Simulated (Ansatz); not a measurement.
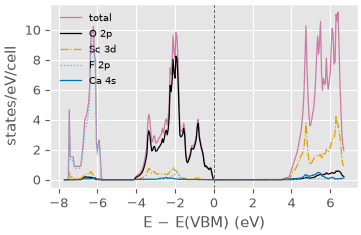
Total and projected density of states of CaScO2F in space group P4/mmm (No. 123; Ca on 1d, Sc on 1a, O on 2f, F on 1b), r²SCAN (plane waves, PAW; program Ansatz)

Which orbitals carry the states next to the gap?

Top 1 eV of the valence band: O 2p 95 %. Bottom 1 eV of the conduction band: Sc 3d 48 %, Ca 4s 7 %, outside the projected shells 38 %. Projections are on Löwdin-orthogonalised atomic valence shells; empty p or d shells of many metals are not among them.

Where is the tallest occupied peak in this window, and what makes it?

Near -6.2 eV, about 10 states/eV per cell; the largest projected share is F 2p.

The start of the workflow was typed in or built on a structure type; neither database checked (COD, Materials Project) lists it. Its standing as an ambient phase is unchecked. Symmetry was held in the r²SCAN relaxation; whether a distortion lowers the energy is not shown. No spin polarisation was allowed.

Potentials: the earlier of the program's two PAW sets. The files were generated under PBE; for other functionals the program regenerates the frozen cores, and for LDA and PBEsol the local potential too.
